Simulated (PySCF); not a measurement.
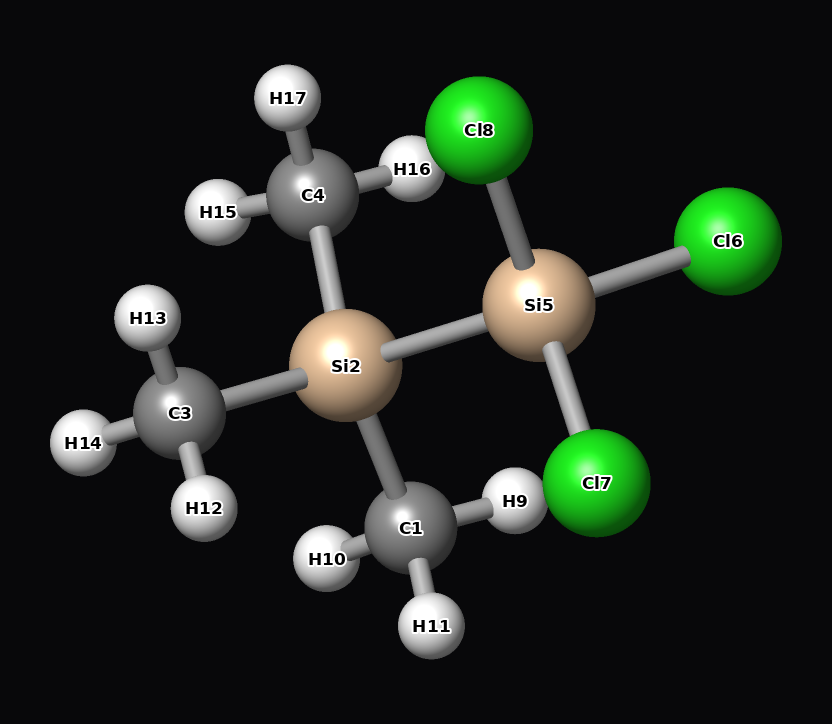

The thickness of each stick grows with its Mayer bond order. The computed structure is the end point of a PBE0-D3(BJ)/def2-SVP optimisation. No frequency run is at hand to confirm it as a minimum. Level of theory: PBE0/pcSseg-1 (PySCF 2.14.0).

List the Mayer bond orders of C1–Si2, Si2–C3, Si2–C4, Si2–Si5, Si5–Cl6, Si5–Cl7, Si5–Cl8 (bonds between heavy atoms, one of each equivalent set). Atoms whose distances differ by more than 0.02 Å in this geometry are listed apart.

| bond | Mayer order | length (Å) |
| --- | --- | --- |
| C1–Si2 | 0.98 | 1.878 |
| Si2–C3 | 0.98 | 1.878 |
| Si2–C4 | 0.98 | 1.878 |
| Si2–Si5 | 0.86 | 2.332 |
| Si5–Cl6 | 0.99 | 2.070 |
| Si5–Cl7 | 0.99 | 2.069 |
| Si5–Cl8 | 0.99 | 2.070 |
